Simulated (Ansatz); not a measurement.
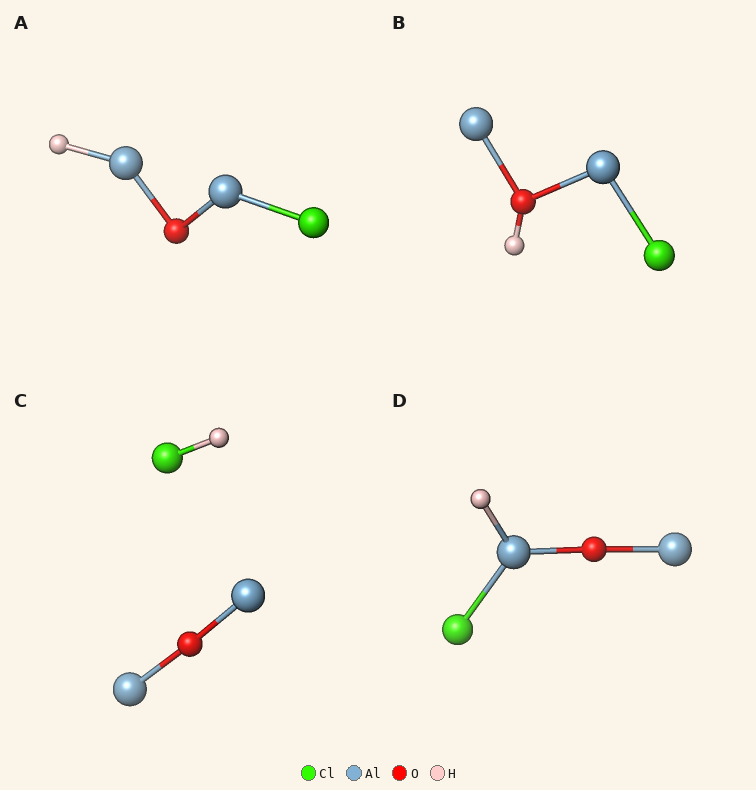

4 stationary structures of one formula. Geometries: PBE-D4/def2-SVP. Electronic energies: PBE-D4/def2-SVP (Ansatz 0.2.0), without zero-point energy. No frequency run is at hand to confirm each as a minimum.

> Rank them by energy, lowest first.

D is lowest (Cs); A lies 1.347 eV above it (Cs), B lies 1.516 eV above it (Cs), C lies 2.133 eV above it (Cs).
